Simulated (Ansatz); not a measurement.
## Fields on a plane of Pb (fcc, Cu type)

```
Pb
1.0
    0.00000     2.51696     2.51696
    2.51696     0.00000     2.51696
    2.51696     2.51696     0.00000
Pb
1
Direct
  0.00000   0.00000   0.00000
```

The slice is a {111} plane (indices of the conventional cell) through the point (0.000, 0.000, 0.000) (fractional), spanned by u = [100] and v = [-1 2 0] in vectors of this cell: u (3.56 Å) and v (6.17 Å, at 90° to u). It covers one period; positions are fractions (u, v).

Atoms on it: Pb at (0.00, 0.00); Pb at (0.50, 0.50).

Computed with PBE (plane waves to 420 eV, PAW, scalar-relativistic; Ansatz, a program for electronic structure). k mesh 16×16×16. Inside the PAW spheres the values are not all-electron values, and peaks at nuclei hang on which shells count as valence. Pb was relaxed with its symmetry unable to fall. Spin-orbit coupling is left out, though Pb is heavy. The relaxed volume of Pb is well above the measured one; the method has no dispersion term.

| v \ u | 0.00 | 0.17 | 0.33 | 0.50 | 0.67 | 0.83 |
|---|---|---|---|---|---|---|
| 0.90 | 0.24 | 0.41 | 0.33 | 0.20 | 0.33 | 0.41 |
| 0.80 | 0.35 | 0.32 | 0.21 | 0.20 | 0.21 | 0.31 |
| 0.70 | 0.20 | 0.21 | 0.32 | 0.35 | 0.31 | 0.21 |
| 0.60 | 0.20 | 0.33 | 0.41 | 0.24 | 0.41 | 0.33 |
| 0.50 | 0.21 | 0.35 | 0.21 | x | 0.21 | 0.35 |
| 0.40 | 0.20 | 0.33 | 0.41 | 0.24 | 0.41 | 0.33 |
| 0.30 | 0.20 | 0.21 | 0.31 | 0.35 | 0.32 | 0.21 |
| 0.20 | 0.35 | 0.31 | 0.21 | 0.20 | 0.21 | 0.32 |
| 0.10 | 0.24 | 0.41 | 0.33 | 0.20 | 0.33 | 0.41 |
| 0.00 | x | 0.21 | 0.35 | 0.21 | 0.35 | 0.21 |

Values: electron localisation function (ELF). Points within 0.5 Å of a nucleus are blanked (x), as the pseudised field means little there.

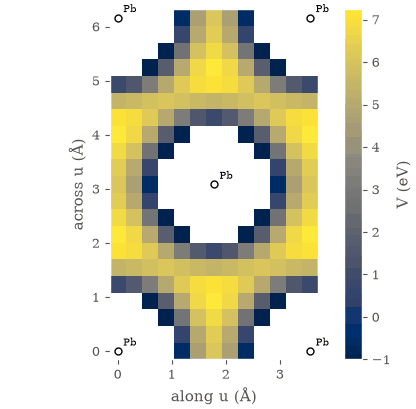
Figure. Electrostatic potential energy of an electron, from the cell's mean, in eV, one period of the plane, atoms marked. Points within 1 Å of a nucleus are left white, as the pseudised field means little there. Values under -1 eV are set to -1. The zero, the cell's mean, hangs on the PAW cores.
